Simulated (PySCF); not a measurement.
Consider ZnF (charge −1).

```yaml
atoms:
  - { symbol: Zn, position_ang: [0.0000, 0.0000, -0.4444] }
  - { symbol: F, position_ang: [0.0000, 0.0000, 1.4956] }
```

Theory: PySCF, PBE0/aug-cc-pVDZ(-PP), non-relativistic Hamiltonian with scalar-relativistic core potentials where named, at a bond length of 1.940 Å.

Q: Predict the electron density and electron localisation function between the atoms.

A: Zn–F (1.94 Å): the density is about 0.53 e/Å³ at the midpoint; the ELF peaks at about 0.85 in the valence shell of F, 0.5 Å from its nucleus, and is about 0.10 at the midpoint.

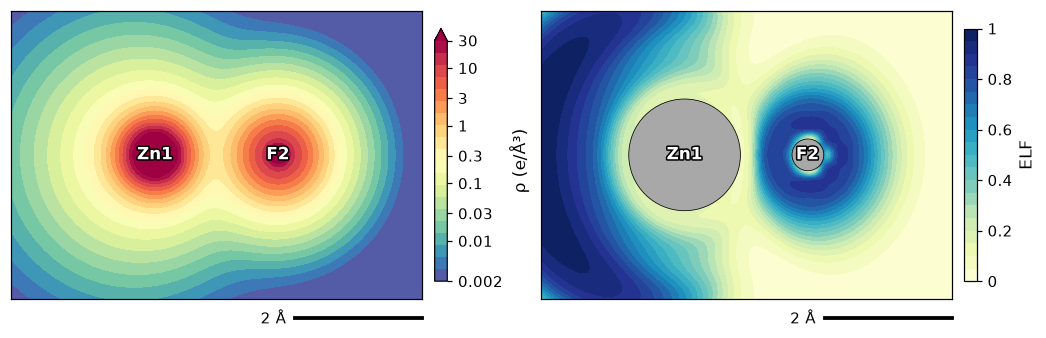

Computed electron density and electron localisation function on a plane that holds the molecular axis, in this order. Grey discs cover the atomic cores in the ELF map. 
